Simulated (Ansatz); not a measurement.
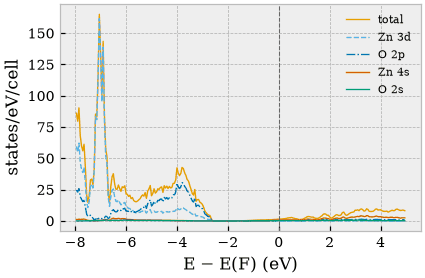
Total and projected density of states of InO16Zn15 in space group P3m1 (No. 156; Pearson symbol hP32), r²SCAN (plane waves, PAW; program Ansatz)

Task: Which orbitals carry the states next to the Fermi level?

Result: Within 0.5 eV of the Fermi level: Zn 4s 37 %, O 2p 27 %, In 5s 16 %, O 2s 14 %. Projections are on Löwdin-orthogonalised atomic valence shells; empty p or d shells of many metals are not among them.

Task: Where is the tallest occupied peak in this window, and what makes it?

Result: Near -7.0 eV, about 170 states/eV per cell; the largest projected share is Zn 3d.

The start of the workflow was typed in or built on a structure type; neither database checked (COD, Materials Project) lists it. Its standing as an ambient phase is unchecked. The cell was relaxed with r²SCAN under the symmetry of its start; its stability against distortions is not shown here. With an odd number of electrons in the cell and no spin polarisation, the count alone makes it a metal. Spin–orbit coupling is left out wherever it is not named.

Potentials: the later of the program's two PAW sets.
